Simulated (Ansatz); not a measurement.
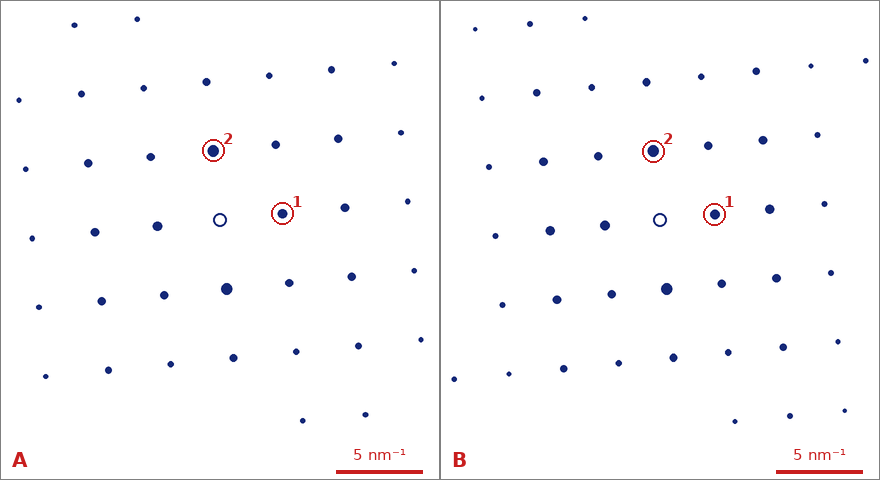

Kinematic electron diffraction patterns (120 kV, B = 0.5 Å², same scale) along [011] of the run's own cell, for the start and the end of one relaxation of NaTa with Ansatz, DFT PBE, scalar-relativistic, plane waves, PAW. k mesh 18×18×14. The start is a generated model structure, and the relaxation ends in the nearest stationary point of its symmetry, not necessarily the ground state. Spot 1 is -1 0 0 and spot 2 is 0 -1 1 in both.

Start structure:

```
Na Ta
1.0
     3.10233    0.00000    0.00000
     0.00000    3.10233    0.00000
     0.00000    0.00000    4.06627
Na Ta
1 1
Direct
  0.50000 0.50000 0.50000
  0.00000 0.00000 0.00000
```

### Which pattern belongs to the start structure, and which to the relaxed one?

B is the start: its cell gives d(1) = 3.102 Å, d(2) = 2.466 Å and an angle of 90.0°. A is the relaxed structure, with d(1) = 2.719 Å (-12.4 %), d(2) = 2.465 Å (-0.1 %) and 90.0°.

### Summarise the relaxation behind the change.

The volume changed by +10.3 % to 21.58 Å³ an atom; the fractional coordinates hardly changed; the space group stayed P4/mmm (No. 123); the free energy fell by 600 meV an atom. Relaxed cell: a = 2.719 Å, b = 2.719 Å, c = 5.838 Å, α = 90.00°, β = 90.00°, γ = 90.00°.
